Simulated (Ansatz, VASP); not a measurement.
# Ni (Nickel): VASP beside Ansatz

Wanted: the spread between two codes on one cell, functional and k mesh. The cell comes out of the VASP series on this material, whose earlier steps may have relaxed, scaled or displaced it; both programs get it as it stands.

Program: Ansatz 0.2.0. Level of theory: plane waves, with VASP 6.6.1 beside it; single point at r2SCAN and band structure at r2SCAN. Results are calculated unless marked as measured.

## (1) The starting structure

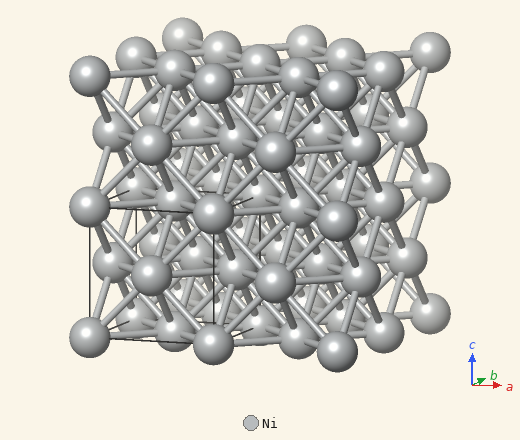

Start, viewed slightly off an axis; nickel light grey. 2×2×2 cells are drawn. This picture shows the conventional cell, with its axes. Some periodic images of atoms are drawn too.

## (2) Ansatz: single point, r2SCAN

Ansatz runs on its default PAW (the set named soft_2) files.

With cell and atoms fixed, the geometry can't cause a difference; cores, projectors, grids and the points listed under the comparison can.

input.yaml

```yaml
crystal:
  lattice:
    - [0.0, 1.7363269909, 1.7363269909]
    - [1.7363269909, 0.0, 1.7363269909]
    - [1.7363269909, 1.7363269909, 0.0]
  atoms:
    - { symbol: Ni, position: [0.0, 0.0, 0.0], spin: 0.78 }
hamiltonian:
  xc: r2scan
  pseudopotentials: { kind: paw }
magnetization:
  spin_polarized: true
kpoints:
  mp_grid: { grid: [11, 11, 11] }
scf:
  occupations: { method: methfessel_paxton, width: 0.2 }
  n_extra_bands: 6
output:
  forces: true
  stress: true
  eigenvalues: true
```

The run is started by

```sh
$ ansatz run input.yaml --threads 2 --pin off --max-ram 4608MiB --backend cpu --events-out ev --progress --plain --runs-dir out
```

Numbers of over 12 decimals in the logs are rounded to 6 here.

Log:

```text
scf.n_extra_bands = 6 over 9 filled bands (N_el = 18.0): the run solves 15 bands
Engine: ansatz 0.2.0, aarch64-unknown-linux-gnu
Pseudopotentials: kind: paw
Pseudopotential: Ni, paw, valence charge 18, recommended cutoff 500 eV (meta_gga), Ni.paw.azcp
Functional definition: r2SCAN
  parameter k0 = 0.174
  parameter k1 = 0.065
  parameter a1 = 4.9479
  exchange = r2scan_x(k0 = k0, k1 = k1, a1 = a1)
  correlation = r2scan_c
Crystal: 1 atoms, lattice volume = 10.469 Å³
Basis set: ecut = 500 eV, 283 PW (Γ), exchange–correlation on 72×72×72 points (64 copies of the dense FFT grid, shifted against one another)
Bands: 15, of which v1, the nominal top of the filled ones, is band 9 counted from 1 (8 counted from 0)
Symmetry: 48 space group operations
Space group: Fm-3m (ITA 225), of the structure as read, at distance tolerance 2.2e-5 Å
Magnetic group: BNS 225.116 (UNI 1618), of the structure as read, at distance tolerance 2.2e-5 Å
k-points: 56 of 1331
Non-local potential: Ni, projectors of the file, l = 0: 3, l = 1: 2, l = 2: 3, l = 3: 1
PAW form: soft (Blöchl's): semilocal exchange-correlation on the pseudo side does not see the compensation charge
PAW frozen core: Ni, regenerated for the run's functional (the file was generated under x = pbe(κ = 0.804, μ = 0.219515), c = pbe(β = 0.066725))
PAW one-centre angular grid: Ni, 590 points (default); XC on 160 Gauss nodes
Initial density: superposition of atomic densities (chi_scale 0.1, normalization cell)
Starting moments: Σ|m| = 0.78 μB on 1 of 1 site
Initial wavefunctions: pseudopotential atomic-orbital guess
Functional: x = r2scan, c = r2scan; τ floored in thin density (d = 2e-4 eV/Å³)
iter 1 solved again at ethr=2.70e-3 eV; its pass at ethr=3.10e-3 eV (dr2=4.86e-1 eV) is discarded
SCF iter   1: F=—  HF=-5844.402807 eV  |F-HF|=—  |Δ(HF+E_count)|=         —  Δρ=7.15e-2 (↑1.35e-2 ↓7.15e-2)  dr2=2.93e-1  dr2_τ=5.35e-3  dr2_m=1.45e-1  M=0.840 μB ∫|m|=0.912 μB  β_m=1.00  ethr=2.70e-3  ⟨swp⟩=3.3  Hψ=12928  notcnv=0
Mixer restart at iter 1: flushing history
preconditioner: auto → none  [metal: Δε(μ)=0.021 eV  Ē_g=20.094 eV  σ=0.200 eV  W_gap=0.06  n_scr=0 (ndim 8)  ℏωp=36.3 eV  f_vac=0.000  D(μ)=1.72/eV (n_scr^D=26)]
SCF iter   2: F=—  HF=-5844.044502 eV  |F-HF|=—  |Δ(HF+E_count)|=         —  Δρ=9.08e-2 (↑3.43e-2 ↓9.08e-2)  dr2=2.31e-1  dr2_τ=2.45e-3  dr2_m=3.40e-1  M=1.103 μB ∫|m|=1.279 μB  β_m=1.00  ethr=1.63e-3  ⟨swp⟩=3.5  Hψ=3974  notcnv=0  defer=45
Mixer restart at iter 2: flushing history
SCF iter   3: F=—  HF=-5846.212745 eV  |F-HF|=—  |Δ(HF+E_count)|=    2.17e0  Δρ=2.11e-1 (↑9.36e-2 ↓2.11e-1)  dr2=5.29e0  dr2_τ=5.31e-3  dr2_m=3.68e-1  M=0.726 μB ∫|m|=0.909 μB  β_m=0.87  ethr=2.78e-4  ⟨swp⟩=2.9  Hψ=4289  notcnv=0  defer=131
SCF iter   4: F=—  HF=-5845.195087 eV  |F-HF|=—  |Δ(HF+E_count)|=    1.02e0  Δρ=5.74e-2 (↑2.10e-2 ↓5.74e-2)  dr2=2.67e-1  dr2_τ=1.35e-2  dr2_m=4.05e-2  M=0.907 μB ∫|m|=1.089 μB  β_m=1.00  ethr=2.78e-4  ⟨swp⟩=3.6  Hψ=4960  notcnv=0  defer=138  κ⁻¹=1.0e0(r=1)
SCF iter   5: F=—  HF=-5845.187313 eV  |F-HF|=—  |Δ(HF+E_count)|=   7.77e-3  Δρ=1.81e-2 (↑1.01e-2 ↓1.81e-2)  dr2=5.54e-2  dr2_τ=6.29e-5  dr2_m=1.92e-3  M=0.844 μB ∫|m|=1.028 μB  β_m=1.00  ethr=2.78e-4  ⟨swp⟩=2.2  Hψ=4076  notcnv=0  defer=140  κ⁻¹=7.7e-4(r=2)
SCF iter   6: F=—  HF=-5845.244507 eV  |F-HF|=—  |Δ(HF+E_count)|=   5.72e-2  Δρ=1.19e-2 (↑3.61e-3 ↓1.19e-2)  dr2=1.37e-2  dr2_τ=2.67e-5  dr2_m=2.74e-3  M=0.823 μB ∫|m|=1.005 μB  β_m=1.00  ethr=2.78e-4  ⟨swp⟩=1.0  Hψ=1952  notcnv=0  defer=141  κ⁻¹=1.5e-4(r=3)
SCF iter   7: F=—  HF=-5845.261972 eV  |F-HF|=—  |Δ(HF+E_count)|=   1.75e-2  Δρ=9.41e-3 (↑2.77e-3 ↓9.41e-3)  dr2=8.34e-3  dr2_τ=1.59e-5  dr2_m=1.70e-3  M=0.808 μB ∫|m|=0.988 μB  β_m=1.00  ethr=7.64e-5  ⟨swp⟩=1.0  Hψ=1680  notcnv=0  defer=141  κ⁻¹=1.2e-5(r=4)
[...]
iteration 11: the input's own smearing fills from here on; a Gaussian of 0.2 eV has filled iterations ahead of it
SCF iter  12: F=—  HF=-5845.279290 eV  |F-HF|=—  |Δ(HF+E_count)|=   1.02e-4  S|Δr|=    0.00e0  Δρ=4.09e-4 (↑1.97e-4 ↓4.09e-4)  dr2=4.35e-6  dr2_τ=2.79e-7  dr2_m=5.32e-6  M=0.715 μB ∫|m|=0.880 μB  β_m=1.20  ethr=2.18e-8  ⟨swp⟩=2.9  Hψ=2941  notcnv=0  defer=141  κ⁻¹=1.0e0(r=1)
SCF iter  13: F=—  HF=-5845.279305 eV  |F-HF|=—  |Δ(HF+E_count)|=   1.49e-5  S|Δr|=    0.00e0  Δρ=2.08e-4 (↑1.36e-4 ↓2.08e-4)  dr2=1.85e-6  dr2_τ=3.38e-8  dr2_m=9.09e-7  M=0.716 μB ∫|m|=0.880 μB  β_m=1.20  ethr=2.18e-8  ⟨swp⟩=2.0  Hψ=2561  notcnv=0  defer=140  κ⁻¹=2.7e-3(r=2)
SCF iter  14: F=—  HF=-5845.279307 eV  |F-HF|=—  |Δ(HF+E_count)|=   2.41e-6  S|Δr|=    0.00e0  Δρ=1.38e-4 (↑1.12e-4 ↓1.38e-4)  dr2=6.57e-7  dr2_τ=2.02e-8  dr2_m=4.49e-7  M=0.716 μB ∫|m|=0.881 μB  β_m=1.20  ethr=1.03e-8  ⟨swp⟩=1.5  Hψ=1716  notcnv=0  defer=140  κ⁻¹=5.4e-4(r=3)
SCF iter  15: F=—  HF=-5845.279311 eV  |F-HF|=—  |Δ(HF+E_count)|=   3.76e-6  S|Δr|=    0.00e0  Δρ=7.55e-5 (↑5.58e-5 ↓7.55e-5)  dr2=1.06e-7  dr2_τ=2.94e-9  dr2_m=2.74e-7  M=0.717 μB ∫|m|=0.882 μB  β_m=1.20  ethr=3.65e-9  ⟨swp⟩=2.2  Hψ=2456  notcnv=0  defer=140  κ⁻¹=1.2e-4(r=4)
SCF iter  16: F=—  HF=-5845.279313 eV  |F-HF|=—  |Δ(HF+E_count)|=   2.05e-6  S|Δr|=    0.00e0  Δρ=5.58e-5 (↑4.31e-5 ↓5.58e-5)  dr2=9.29e-9  dr2_τ=5.56e-10  dr2_m=2.29e-7  M=0.718 μB ∫|m|=0.883 μB  β_m=1.20  ethr=5.56e-10  ⟨swp⟩=9.7  Hψ=8519  notcnv=0  κ⁻¹=6.4e-6(r=5)
SCF iter  17: F=—  HF=-5845.279314 eV  |F-HF|=—  |Δ(HF+E_count)|=   1.26e-6  S|Δr|=    0.00e0  Δρ=5.24e-5 (↑3.81e-5 ↓5.24e-5)  dr2=1.15e-8  dr2_τ=4.27e-10  dr2_m=1.94e-7  M=0.719 μB ∫|m|=0.883 μB  β_m=1.20  ethr=5.16e-11  ⟨swp⟩=5.2  Hψ=7155  notcnv=0  κ⁻¹=1.5e-6(r=6)
SCF iter  18: F=—  HF=-5845.279316 eV  |F-HF|=—  |Δ(HF+E_count)|=   1.60e-6  S|Δr|=    0.00e0  Δρ=4.14e-5 (↑2.94e-5 ↓4.14e-5)  dr2=9.87e-9  dr2_τ=2.63e-10  dr2_m=1.20e-7  M=0.719 μB ∫|m|=0.884 μB  β_m=1.20  ethr=5.16e-11  ⟨swp⟩=5.5  Hψ=7472  notcnv=0  κ⁻¹=1.9e-7(r=7)
SCF iter  19: F=—  HF=-5845.279316 eV  |F-HF|=—  |Δ(HF+E_count)|=   1.67e-7  S|Δr|=    0.00e0  Δρ=3.99e-5 (↑2.83e-5 ↓3.99e-5)  dr2=9.33e-9  dr2_τ=2.44e-10  dr2_m=1.11e-7  M=0.720 μB ∫|m|=0.884 μB  β_m=1.20  ethr=5.16e-11  ⟨swp⟩=3.5  Hψ=4285  notcnv=0  κ⁻¹=3.0e-9(r=8)
SCF iter  20: F=—  HF=-5845.279318 eV  |F-HF|=—  |Δ(HF+E_count)|=   2.08e-6  S|Δr|=    0.00e0  Δρ=1.23e-5 (↑9.59e-6 ↓1.23e-5)  dr2=5.16e-10  dr2_τ=2.71e-11  dr2_m=1.15e-8  M=0.721 μB ∫|m|=0.886 μB  β_m=1.20  ethr=5.16e-11  ⟨swp⟩=6.4  Hψ=8073  notcnv=0  κ⁻¹=8.1e-9(r=8)
SCF iter  21: F=-5845.279318 eV  HF=-5845.279318 eV  |F-HF|=1.42e-10  |Δ(HF+E_count)|=   2.41e-7  S|Δr|=    0.00e0  Δρ=9.11e-7 (↑5.83e-7 ↓9.11e-7)  dr2=9.68e-11  dr2_τ=5.39e-13  dr2_m=4.30e-12  M=0.722 μB ∫|m|=0.887 μB  ethr=2.87e-12  ⟨swp⟩=5.4  Hψ=7446  notcnv=0
SCF 1 converged in 21 iterations: F = -5845.279318 eV  dr2 = 9.68e-11
  greatest PAW one-centre occupation: 1.001 electrons in one spin orbital (limit 2), on the Ni atom at site 0 (counted from 0), in its partial waves of l = 1
this state was not tested for a lower state beside it, because cold or Methfessel-Paxton smearing, or corrected tetrahedra, fill the levels in a way that the test cannot read (fill_not_monotonic; see scf.lower_state_search)
SCF converged after 21 iterations
Magnetization: 0.7222 μB (9.3611 up, 8.6389 down)
Absolute magnetization: 0.8881 μB (∫|ρ↑−ρ↓|, with the PAW one-centre terms)
Spin contamination: 0.0195 ħ² per cell (⟨S²⟩ above its minimum at these occupations)
Per-site moments (μB) at R_I (Å): [(0.788141, 1.012909)]
Free energy (F): -5845.279318 eV
Harris-Foulkes:  -5845.279318 eV  (|F-HF|=1.42e-10)
Internal energy: -5845.276183 eV  (E = F + TS)
E sigma→0 (E₀):  -5845.278535 eV
Entropy (-TS):   -0.003135 eV (-3.135 meV/atom)
Fermi energy:    19.005188 eV
--- Per-component energies (eV) ---
  E_band       = -296.170887
  E_kinetic    = 282.338415
  E_local      = -3379.087449  (includes V_loc(G=0)·N_el)
  E_nonlocal   = 639.993013
  E_hartree    = 1414.469695
  E_xc         = -79.017273
  E_vxc        = -117.328434  (∫ρ·V_xc dr)
  E_paw        = -1643.808486  (= ΣΔE_a)
  E_vpaw       = -559.731116  (= ΣTr[D̂ρ^β])
  E_aug_tail   = 0.000242  (compensation charges beyond the density's cutoff)
  E_vtau       = 8.705752  (kinetic-family band-sum trace: ∫τ·v_τ [+ j·A + Jᵃ·Aᵃ] dr)
  E_ewald      = -3079.864272
  E_core_change = -0.300069  (= ΣΔE_core)
  E_smearing   = -0.003135  (= −TS)
  E_closure    = -0.000000  (closes the sum)
  Σ components = -5845.279318   (vs F -5845.279318, Δ=0.00e0)
--- Forces (eV/Å), atoms counted from 1 ---
  atom   1  Ni    -0.00000000     0.00000000     0.00000000
  max |Σ_I F_I| component: 5.14e-32 eV/Å
--- Stress (GPa, compression-positive) ---
        0.984183      -0.000000       0.000000
        0.000000       0.984183       0.000000
        0.000000       0.000000       0.984183
  P = ⅓ Tr σ = 0.9842 GPa (9.842 kbar)
--- Band table (eV; the first three rows and the last of 112) ---
  k-point 0 ↑: bands = [... 5 lower, 15.9211, 15.9211, 15.9211, 17.2877, 17.2877, 43.5961, 48.0909, 48.0909, ... 2 higher]
  k-point 1 ↑: bands = [... 5 lower, 15.8362, 15.9954, 15.9954, 17.2576, 17.2576, 42.2555, 45.3279, 47.3243, ... 2 higher]
  k-point 2 ↑: bands = [... 5 lower, 15.6553, 16.1437, 16.1437, 17.2379, 17.2379, 37.7395, 44.3692, 46.3088, ... 2 higher]
  k-point 55 ↓: bands = [... 5 lower, 16.0128, 16.5122, 17.9688, 19.5098, 26.6822, 26.7482, 29.9911, 32.1649, ... 2 higher]
```

The job ended after 4.8 s (2 threads of Arm Neoverse V1, shared host; peak memory 0.3 GiB).

The run ends at a pressure of 0.98 GPa.

## (3) VASP: single point, r2SCAN

The same cell, functional, mesh and smearing now go to VASP, with its own data sets and cutoff.

Lines of VASP's logs that name or quote its potential files are left out, and so is its time.

INCAR

```
SYSTEM = Ni
PREC = Accurate
ENCUT = 400
EDIFF = 1E-06
NELM = 100
ISMEAR = 1
SIGMA = 0.2
LREAL = .FALSE.
ALGO = Normal
METAGGA = R2SCAN
LASPH = .TRUE.
NBANDS = 12
ISPIN = 2
MAGMOM = 0.78
LMAXMIX = 4
LORBIT = 11
LWAVE = .FALSE.
LCHARG = .TRUE.
ISIF = 2
LELF = .TRUE.
LVHAR = .TRUE.
```

POSCAR

```
Ni
1.0
    0.0000000000      1.7363269909      1.7363269909
    1.7363269909      0.0000000000      1.7363269909
    1.7363269909      1.7363269909      0.0000000000
Ni
1
Direct
    0.0000000000      0.0000000000      0.0000000000
```

KPOINTS

```
Automatic mesh
0
Gamma
11 11 11
0 0 0
```

The projector-augmented-wave data sets are Ni (PBE family, release 64).

The run is started by

```sh
$ mpirun -np 4 vasp_std
```

Log:

```text
[banner, memory and clock lines left out]
running    4 mpi-ranks, on    1 nodes
 distrk:  each k-point on    4 cores,    1 groups
 distr:  one band on    1 cores,    4 groups

 POSCAR found type information on POSCAR Ni
 POSCAR found :  1 types and       1 ions
|                                                                             |
|               ----> ADVICE to this user running VASP <----                  |
|                                                                             |
|     You enforced a specific xc type in the INCAR file but a different       |
|     [... a line on the potential file left out ...]
|     I HOPE YOU KNOW WHAT YOU ARE DOING!                                     |
|                                                                             |

 LDA part: xc-table for (None), standard interpolation
 POSCAR, INCAR and KPOINTS ok, starting setup
 FFT: planning ... GRIDC
 FFT: planning ... GRID_SOFT
 FFT: planning ... GRID
 WAVECAR not read
 entering main loop
       N       E                     dE             d eps       ncg     rms          rms(c)
DAV:   1     0.186303896975E+02    0.18630E+02   -0.38506E+03  2792   0.905E+02
DAV:   2    -0.133922089269E+02   -0.32023E+02   -0.30366E+02  2948   0.158E+02
DAV:   3    -0.142530469580E+02   -0.86084E+00   -0.85451E+00  3048   0.295E+01
DAV:   4    -0.142601315735E+02   -0.70846E-02   -0.70833E-02  3236   0.234E+00
DAV:   5    -0.142602683806E+02   -0.13681E-03   -0.13681E-03  3220   0.292E-01    0.109E+01
DAV:   6    -0.124317162767E+02    0.18286E+01   -0.19696E+01  3496   0.611E+01    0.729E+00
DAV:   7    -0.119367384128E+02    0.49498E+00   -0.39281E+00  3332   0.224E+01    0.232E+00
DAV:   8    -0.119345179285E+02    0.22205E-02   -0.37427E-02  3144   0.185E+00    0.118E+00
DAV:   9    -0.119325852612E+02    0.19327E-02   -0.28477E-03  3704   0.508E-01    0.402E-01
DAV:  10    -0.119319420436E+02    0.64322E-03   -0.44063E-03  3508   0.800E-01    0.742E-02
DAV:  11    -0.119319773587E+02   -0.35315E-04   -0.20213E-04  3412   0.182E-01    0.400E-02
DAV:  12    -0.119319831571E+02   -0.57984E-05   -0.10662E-05  3012   0.330E-02    0.246E-02
DAV:  13    -0.119319797373E+02    0.34198E-05   -0.17026E-05  3352   0.492E-02    0.711E-03
DAV:  14    -0.119319811246E+02   -0.13873E-05   -0.42736E-07  1868   0.736E-03    0.391E-03
DAV:  15    -0.119319827700E+02   -0.16454E-05   -0.56053E-07  1528   0.712E-03    0.114E-03
DAV:  16    -0.119319834035E+02   -0.63357E-06   -0.11583E-07  1480   0.428E-03
   1 F= -.11931983E+02 E0= -.11930956E+02  d E =-.308174E-02  mag=     0.6427
```

Parts of OUTCAR (step 3):

```text
ion  position               nearest neighbor table
   1  0.000  0.000  0.000-

  LATTYP: Found a face centered cubic cell.
 ALAT       =     3.4726539818

 Subroutine GETGRP returns: Found 48 space group operations
 (whereof 48 operations were pure point group operations)

The static configuration has the point symmetry O_h .

 Found     56 irreducible k-points:

   k-points           NKPTS =     56   k-points in BZ     NKDIM =     56   number of bands    NBANDS=     12

   dimension x,y,z NGX =    16 NGY =   16 NGZ =   16
   dimension x,y,z NGXF=    32 NGYF=   32 NGZF=   32

   ENCUT  =  400.0 eV  29.40 Ry    5.42 a.u.   4.00  4.00  4.00*2*pi/ulx,y,z

   NELECT =      10.0000    total number of electrons

 k-points in reciprocal lattice and weights: Automatic mesh
   0.00000000  0.00000000  0.00000000       0.001
   0.09090909  0.00000000  0.00000000       0.006
   0.18181818  0.00000000  0.00000000       0.006
   0.27272727  0.00000000  0.00000000       0.006
   0.36363636  0.00000000  0.00000000       0.006
   0.45454545  0.00000000  0.00000000       0.006
   0.09090909  0.09090909  0.00000000       0.005
   0.18181818  0.09090909  0.00000000       0.018
   0.27272727  0.09090909  0.00000000       0.018
[...]
-0.36363636  0.45454545  0.18181818       0.018
  -0.27272727  0.45454545  0.18181818       0.018

 average (electrostatic) potential at core
       1 -86.8751

 E-fermi :   9.8630

 spin component 1
 k-point     1 :       0.0000    0.0000    0.0000
  band No.  band energies     occupation
    ...
      2       6.9094      1.00000
      3       6.9094      1.00000
      4       6.9094      1.00000
      5       8.2521      1.00000
      6       8.2521      1.00000
      7      34.7560      0.00000
      8      39.2227      0.00000
      9      39.2227      0.00000
     10      39.2234      0.00000
     11      41.9927      0.00000
    ...

 k-point     2 :       0.0909    0.0000    0.0000
  band No.  band energies     occupation
    ...
      2       6.8246      1.00000
      3       6.9834      1.00000
      4       6.9835      1.00000
      5       8.2222      1.00000
      6       8.2223      1.00000
      7      33.3665      0.00000
      8      36.4605      0.00000
      9      38.4659      0.00000
     10      38.4664      0.00000
     11      43.1008      0.00000
    ...

 k-point     3 :       0.1818    0.0000    0.0000
  band No.  band energies     occupation
    ...
      2       6.6436      1.00000
      3       7.1302      1.00000
      4       7.1304      1.00000
      5       8.2035      1.00000
      6       8.2037      1.00000
      7      28.7690      0.00000
      8      35.5167      0.00000
      9      37.4418      0.00000
     10      37.4422      0.00000
     11      43.4491      0.00000
    ...

 k-point     4 :       0.2727    0.0000    0.0000
  band No.  band energies     occupation
    ...
      2       6.6292      1.00000
      3       7.1654      1.00000
      4       7.1656      1.00000
      5       8.3590      1.00000
      6       8.3593      1.00000
      7      23.9348      0.00000
      8      34.6646      0.00000
      9      36.7221      0.00000
     10      36.7222      0.00000
     11      42.1309      0.00000
    ...

 k-point     5 :       0.3636    0.0000    0.0000
  band No.  band energies     occupation
    ...
      2       7.0720      1.00000
      3       7.0723      1.00000
      4       7.4162      1.00000
      5       8.6533      1.00000
      6       8.6536      1.00000
      7      19.5958      0.00000
      8      33.7817      0.00000
      9      36.3415      0.00000
     10      36.3418      0.00000
     11      40.1837      0.00000
    ...

 k-point     6 :       0.4545    0.0000    0.0000
  band No.  band energies     occupation
    ...
      2       6.9880      1.00000
      3       6.9883      1.00000
      4       8.8697      1.00000
      5       8.8701      1.00000
      6       9.0295      1.00000
      7      16.3941      0.00000
      8      33.2463      0.00000
      9      36.2286      0.00000
     10      36.2293      0.00000
     11      39.0460      0.00000
    ...

  Total       -0.0054050     -0.0054050     -0.0054050      0.0000000      0.0000000     -0.0000000
  in kB       -0.8271433     -0.8271433     -0.8271433      0.0000000      0.0000000     -0.0000000
  external PRESSURE =      -0.8271433 kB  Pullay stress =       0.0000000 kB

  energy-cutoff  :      400.00
  volume of cell :       10.47
      direct lattice vectors                 reciprocal lattice vectors
     0.000000000  1.736326991  1.736326991    -0.287964193  0.287964193  0.287964193
     1.736326991  0.000000000  1.736326991     0.287964193 -0.287964193  0.287964193
     1.736326991  1.736326991  0.000000000     0.287964193  0.287964193 -0.287964193

 POSITION                                       TOTAL-FORCE (eV/Angst)
 -----------------------------------------------------------------------------------
      0.00000      0.00000      0.00000        -0.000000     -0.000000      0.000000
 -----------------------------------------------------------------------------------
    total drift:                                0.000000      0.000000     -0.000000

  FREE ENERGIE OF THE ION-ELECTRON SYSTEM (eV)
  ---------------------------------------------------
  free  energy   TOTEN  =       -11.9319834035 eV

  energy  without entropy=      -11.9289016682  energy(sigma->0) =      -11.93095616

 total charge
# of ion       s       p       d       tot
------------------------------------------
    1        0.529   0.552   8.334   9.415

 magnetization (x)
# of ion       s       p       d       tot
------------------------------------------
    1       -0.013  -0.045   0.718   0.661

[... 6 further parts left out ...]
```

The run ends at a pressure of -0.08 GPa.

## (4) Comparison

Known differences besides the PAW data sets themselves: VASP keeps PBE cores, Ansatz makes them for the functional; the data sets hold 18 valence electrons in Ansatz (default PAW (the set named soft_2) files) and 10 in VASP; the cutoff is 500 eV in Ansatz and 400 eV in VASP; site moments are counted in spheres of each program's own size. Total energies have different zeros and are not compared.

Both answers:

| quantity | Ansatz | VASP | difference |
| --- | --- | --- | --- |
| pressure (GPa) | 0.98 | -0.08 | +1.07 |
| total moment (μB) | 0.72 | 0.64 | +0.08 |
| moment on Ni1 (μB) | 0.79 | 0.66 | +0.13 |

Ansatz's pressure holds a Pulay correction of 0.18 GPa; VASP's holds none.

## (5) What moves the difference

The difference is large enough to ask for its cause, so further runs change the set-up of one program at a time, as the table lists.

```csv
run,difference in pressure (GPa)
as above,1.1
"cores kept as stored, as VASP does",1.1
Ansatz's all-electron LAPW method,1.3
Ansatz's larger PAW set (cutoff 1080 eV),1.2
norm-conserving potentials (cutoff 1400 eV),1.3
```

[end of part 1 of 2]

[Lines on the potential files, build, host, timing and source positions are cut from VASP's logs without a mark.]

[Logs are printed without paths, hosts, clocks, repeated set-up lines and the standing remarks that a program may print on its own settings, such as how far it seeks lower states.]

[Hosts, paths, dates, database ids (printed as entryN), source tags and the programs' standing remarks are cut or masked in the printed files.]
